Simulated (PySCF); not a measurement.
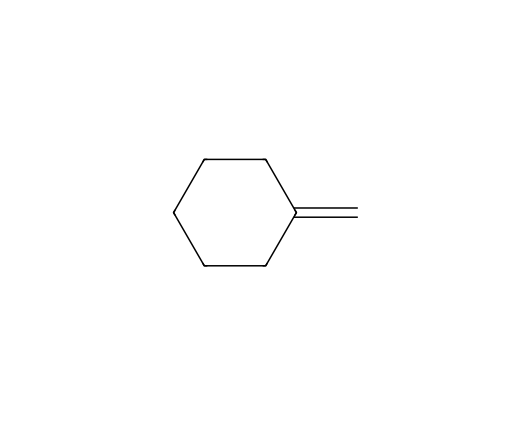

Transcribe the drawing into SMILES.

C=C1CCCCC1

What is the molecular formula?

C7H12.

An optimisation with GFN2-xTB gave a structure of which point group?

Cs.

More results for the same structure follow; atom numbers are the same in all pictures, views and colours differ. The computed structure is the end point of a GFN2-xTB optimisation. No frequency run is at hand to confirm it as a minimum.

**Electronic properties**

No frequency run is at hand to confirm it as a minimum. Level of theory: PBE0/pcSseg-1, gas phase (PySCF 2.14.0).

Computed properties:

- dipole moment: 0.63 D
- HOMO energy (Kohn–Sham orbital): −7.01 eV
- LUMO energy (Kohn–Sham orbital): 0.54 eV
- HOMO–LUMO gap: 7.55 eV

**NMR shielding**

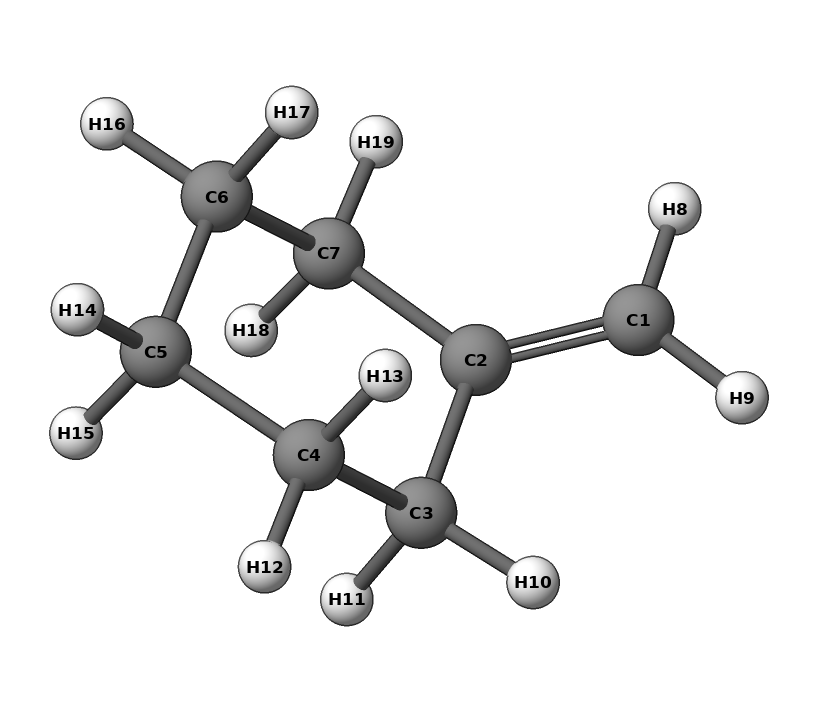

The questions are on isotropic NMR shieldings of the C atoms. No frequency run is at hand to confirm it as a minimum. Level of theory: GIAO PBE0/pcSseg-1 NMR shielding, non-relativistic, gas phase (PySCF 2.14.0).

Which C atom is the most shielded (lowest chemical shift)?

C5 (156.2 ppm).

Which C atom is the least shielded (highest chemical shift)?

C2 (28.3 ppm).

How wide is the range of C shifts?

127.9 ppm.

List the isotropic NMR shieldings of the C atoms.

| atom | σ (ppm) |
| --- | --- |
| C1 | 74.0 |
| C2 | 28.3 |
| C3 | 146.9 |
| C4 | 153.7 |
| C5 | 156.2 |
| C6 | 153.7 |
| C7 | 146.8 |

**Ring current**

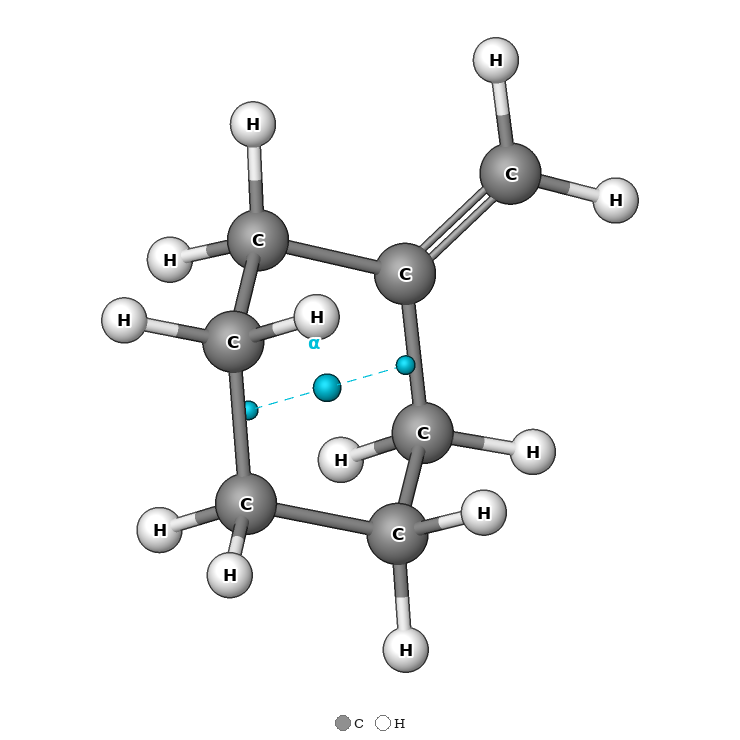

The small points mark where nucleus-independent chemical shifts (NICS) were computed: at the centre of each lettered ring and 1 Å above and below it. No frequency run is at hand to confirm it as a minimum. Properties computed with GIAO PBE0/pcSseg-1 NMR shielding, non-relativistic, gas phase (PySCF 2.14.0).

Give NICS(0), NICS(1) and the out-of-plane component NICS(1)zz for each ring (means of the two sides).

```tsv
ring	members	NICS(0)	NICS(1)	NICS(1)zz
α	C6	−1.8	−2.3	2.7
```

Values in ppm.

What do the values say about the ring currents?

Ring α: weak, as in a non-aromatic ring. NICS is one index among several.
